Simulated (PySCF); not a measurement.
# RuH3: structure of the doublet

Where does doublet RuH3 go from a trigonal pyramidal start, is the end point a minimum, and what are its modes, charges and moments?

Method: PBE0, basis Ru x2c-TZVPall, H x2c-TZVPall, spin-free X2C, no spin–orbit coupling, density fitting; program: PySCF 2.14.0.

## 1. The starting structure

4 atoms, charge 0, spin multiplicity 2.

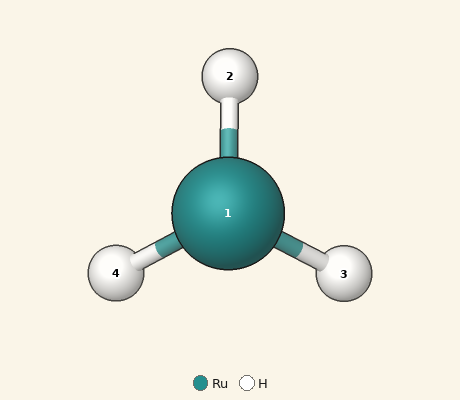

The starting geometry (ruthenium teal, hydrogen white); atoms are numbered from 1 in the order of the file.

```xyz
4
charge 0 multiplicity 2
Ru    0.0000    0.0000    0.0000
H     1.3862    0.0000    0.7371
H    -0.6931    1.2005    0.7371
H    -0.6931   -1.2005    0.7371
```

## 2. The SCF at the typed geometry

One driver script runs all steps and calls PySCF; scf.py shows how it sets up the SCF of each step. The optimiser is the driver's own. After this first run the driver tries any further starts and a stability analysis.

Contents of scf.py:

```python
from pyscf import gto, scf, dft
mol = gto.M(atom='''
Ru     0.000000     0.000000     0.000000
H      1.386200     0.000000     0.737100
H     -0.693100     1.200500     0.737100
H     -0.693100    -1.200500     0.737100''',
    basis={'Ru': 'x2c-TZVPall', 'H': 'x2c-TZVPall'},
    nucmod='G',
    charge=0, spin=1)
mf = dft.UKS(mol, xc='PBE0')
mf.grids.atom_grid = (50, 194)
aux = {'Ru': 'AutoAux', 'H': 'AutoAux'}  # AutoAux: made from the orbital basis by basis_set_exchange (get_aux=1)
mf = mf.density_fit(auxbasis=aux).sfx2c1e()
mf.conv_tol = 1e-08
mf.diis_space = 10
mf.max_cycle = 60
mf.init_guess = 'minao'
mf.verbose = 4
mf.kernel()
```

On the command line:

```console
$ OMP_NUM_THREADS=2 python axn.py task.json out
```

Standard output:

```text
init E= -4531.40866636424
[... the frontier-level lines of each cycle are left out ...]
cycle= 1 E= -4529.83447899449  delta_E= 1.57  |g|= 2.21  |ddm|= 1.52
cycle= 2 E= -4525.46130634722  delta_E= 4.37  |g|= 4.65  |ddm|= 3.44
cycle= 3 E= -4531.04411858761  delta_E= -5.58  |g|= 1.32  |ddm|= 2.22
cycle= 4 E= -4531.7774978867  delta_E= -0.733  |g|= 0.132  |ddm|= 0.84
cycle= 5 E= -4531.78857601928  delta_E= -0.0111  |g|= 0.0288  |ddm|= 0.128
cycle= 6 E= -4531.78976632982  delta_E= -0.00119  |g|= 0.0202  |ddm|= 0.048
cycle= 7 E= -4531.79012799439  delta_E= -0.000362  |g|= 0.00773  |ddm|= 0.0218
cycle= 8 E= -4531.7902788511  delta_E= -0.000151  |g|= 0.00227  |ddm|= 0.0203
cycle= 9 E= -4531.79030426797  delta_E= -2.54e-05  |g|= 0.00118  |ddm|= 0.00909
cycle= 10 E= -4531.7903091986  delta_E= -4.93e-06  |g|= 0.000288  |ddm|= 0.00476
cycle= 11 E= -4531.79030944665  delta_E= -2.48e-07  |g|= 0.000129  |ddm|= 0.00118
cycle= 12 E= -4531.79030945717  delta_E= -1.05e-08  |g|= 4.98e-05  |ddm|= 0.000131
cycle= 13 E= -4531.79030946017  delta_E= -3e-09  |g|= 1.78e-05  |ddm|= 7.44e-05
Extra cycle  E= -4531.79030946117  delta_E= -1e-09  |g|= 1.76e-05  |ddm|= 4.69e-05
converged SCF energy = -4531.79030946117  <S^2> = 0.75936716  2S+1 = 2.0093453
```

This step, with its further starts and checks, ran for 9.6 s (2 threads of Intel Xeon 6975P-C (Granite Rapids), shared host).

The starts that the driver tried:

```
                      start   energy (Eh)
    the minimal-basis guess  -4531.790309
a thermally smeared density  -4531.790309
      a smeared PBE density  -4531.790309
```

The test of internal stability and the other starts found no lower solution of this spin.

## 3. Relaxing the doublet from the trigonal pyramidal start

The program finds C3v symmetry in the start, which this walk keeps.

Changes to scf.py since step 2:

```diff
@@ -3,4 +3,4 @@
-Ru     0.000000     0.000000     0.000000
-H      1.386200     0.000000     0.737100
-H     -0.693100     1.200500     0.737100
-H     -0.693100    -1.200500     0.737100''',
+Ru    -0.000000     0.000000    -0.021239
+H      1.386209    -0.000000     0.715861
+H     -0.693104     1.200492     0.715861
+H     -0.693104    -1.200492     0.715861''',
@@ -17 +16,0 @@
-mf.init_guess = 'minao'
```

The optimiser's trace:

```
step   energy (Eh)  change (kJ/mol)  largest symmetric gradient (Eh/bohr)
   0  -4531.790309             0.00                               0.00510
   1  -4531.790371            -0.16                               0.00253
   2  -4531.790390            -0.21                               0.00016
   3  -4531.790391            -0.21                               0.00012
```

The walk took 6.4 s.

Positions (Å) and forces (eV/Å) along the way:

```
step 0
Ru   0.000   0.000  -0.021   0.002   0.000   0.265
H    1.386   0.000   0.716  -0.114   0.000  -0.085
H   -0.693   1.200   0.716   0.056  -0.098  -0.085
H   -0.693  -1.200   0.716   0.056   0.098  -0.085
step 1
Ru   0.000   0.000  -0.015   0.002   0.000   0.132
H    1.385   0.000   0.714  -0.050   0.000  -0.041
H   -0.693   1.200   0.714   0.024  -0.042  -0.041
H   -0.693  -1.200   0.714   0.024   0.042  -0.041
step 2
Ru   0.000   0.000  -0.009   0.002   0.000   0.005
H    1.385   0.000   0.712   0.007   0.000   0.002
H   -0.693   1.200   0.712  -0.005   0.007   0.001
H   -0.693  -1.200   0.712  -0.005  -0.007   0.001
step 3
Ru   0.000   0.000  -0.008   0.002   0.000   0.002
H    1.386   0.000   0.711   0.005   0.000   0.003
H   -0.693   1.201   0.711  -0.004   0.005   0.002
H   -0.693  -1.201   0.711  -0.004  -0.005   0.002
```

After 3 steps and 0.2 kJ/mol it ends at C3v: Ru–H 1.562 Å (×3); H–Ru–H 100.5° (×3).

## 4. Vibrations and properties at this point

The point is checked on the finer grid, and tightened if its gradient asks for it. The Hessian and the dipole derivatives come from central differences of analytic gradients, with steps of 0.02 bohr.

Changes to scf.py since step 3:

```diff
@@ -3,4 +3,4 @@
-Ru    -0.000000     0.000000    -0.021239
-H      1.386209    -0.000000     0.715861
-H     -0.693104     1.200492     0.715861
-H     -0.693104    -1.200492     0.715861''',
+Ru    -0.000000     0.000000    -0.019129
+H      1.387744     0.000000     0.697941
+H     -0.693872     1.201821     0.697941
+H     -0.693872    -1.201821     0.697941''',
@@ -11 +11 @@
-mf.grids.atom_grid = (50, 194)
+mf.grids.atom_grid = (75, 302)
@@ -14 +14 @@
-mf.conv_tol = 1e-08
+mf.conv_tol = 1e-10
```

This SCF starts from the last density.

SCF at the final geometry:

```text
init E= -4531.79067282563
[... the frontier-level lines of each cycle are left out ...]
cycle= 1 E= -4531.79067282562  delta_E= 1e-11  |g|= 6.08e-06  |ddm|= 4.92e-06
Extra cycle  E= -4531.79067282556  delta_E= 5.37e-11  |g|= 1.5e-05  |ddm|= 1.05e-05
converged SCF energy = -4531.79067282556  <S^2> = 0.75883257  2S+1 = 2.0088132
```

The whole step took 32 s.

Geometry: C3v; Ru–H 1.562 Å (×3); H–Ru–H 100.6° (×3).

Harmonic modes (main isotopes):

```
symmetry  ω (cm⁻¹)  IR (km/mol)  μ (u)
      a1       609         81.3   1.03
       e       757         59.8   1.02
       e      2117          301   1.02
      a1      2190         10.9   1.01
```

Every mode is real; the point is a minimum.

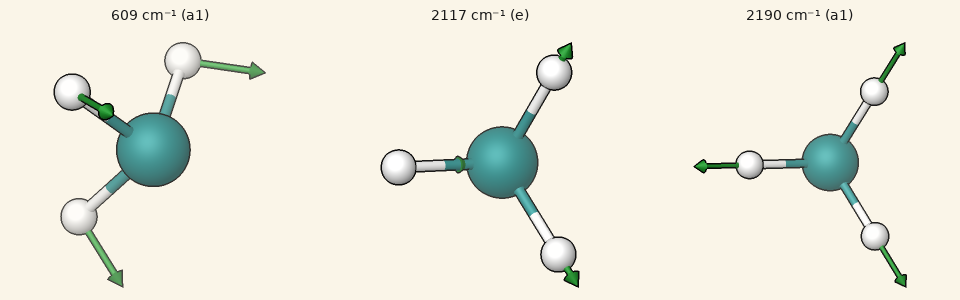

How the atoms move in 3 of the modes.

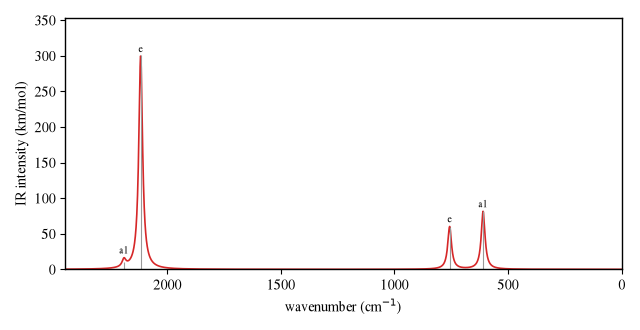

The harmonic infrared spectrum (widths in cm⁻¹). Lines are broadened to a width of 20 cm⁻¹ (Lorentzian).

Constants and moments:

```
Dipole moment                                                   : 2.31 D
Highest occupied level                                          : -6.58 eV
Lowest empty level                                              : -2.65 eV
Rotational constants                                            : 3.813, 3.813, 2.895 cm⁻¹
Zero-point energy                                               : 51.1 kJ/mol
Principal polarisabilities                                      : 34.9, 42.9, 42.9 bohr³
Principal traceless quadrupole moments about the centre of mass : -0.71, -0.71, 1.41 D Å
Entropy at 298.15 K and 1 bar (electronic part: spin only)      : 235.6 J/(mol K)
Heat capacity Cp at 298.15 K                                    : 43.6 J/(mol K)
Enthalpy at 298.15 K above 0 K                                  : 10.81 kJ/mol
Rotational symmetry number                                      : 3
Spin squared ⟨S²⟩                                               : 0.759
```

Populations by atom (charges in e):

```json
{"atom": "Ru1", "Mulliken": "0.03", "Löwdin": "-0.01", "polar tensor": "0.71", "spin (Mulliken)": "1.15", "Mayer order to Ru1": "–"}
{"atom": "H2,3,4", "Mulliken": "-0.01", "Löwdin": "0.00", "polar tensor": "-0.24", "spin (Mulliken)": "-0.05", "Mayer order to Ru1": "0.98"}
```

Outer orbital energies (eV). α occupied: -50.21, -50.21, -9.64, -9.64, -9.32, -7.76, -7.03, -7.03; empty: -1.86, -1.86, -1.21, 2.13. β occupied: -49.49, -49.49, -49.22, -9.44, -9.44, -9.25, -6.58, -6.58; empty: -2.65, -1.66, -1.66, -0.84.

Mulliken populations on Ru1: s 8.70, p 18.16, d 17.11, f 0.00.

## 5. Summary of results

| quantity | value |
| --- | --- |
| minimum | doublet, C3v |
| geometry | Ru–H 1.562 Å (×3); H–Ru–H 100.6° (×3) |
| wavenumbers (cm⁻¹) | 609 (a1), 757 (e), 2117 (e), 2190 (a1) |
| dipole moment | 2.31 D |
| highest occupied, lowest empty level (either spin) | -6.58, -2.65 eV |
| polar-tensor charge of Ru1 | +0.71 e |
| zero-point energy | 51.1 kJ/mol |
| entropy at 298.15 K | 235.6 J/(mol K) |
| ⟨S²⟩ | 0.759 |

What this shows: The molecule stays C3v, as typed, and the end point is a minimum. In the infrared the band at 2117 cm⁻¹ (e, stretch) leads. Most of the spin sits on Ru1 (Mulliken spin 1.15, against 1 for the whole molecule). Other starts or spin states, not run here, may lie lower. Open d and f shells are described by one determinant, and the ground state may have another occupation or spin.

The search up to here took 49 s.
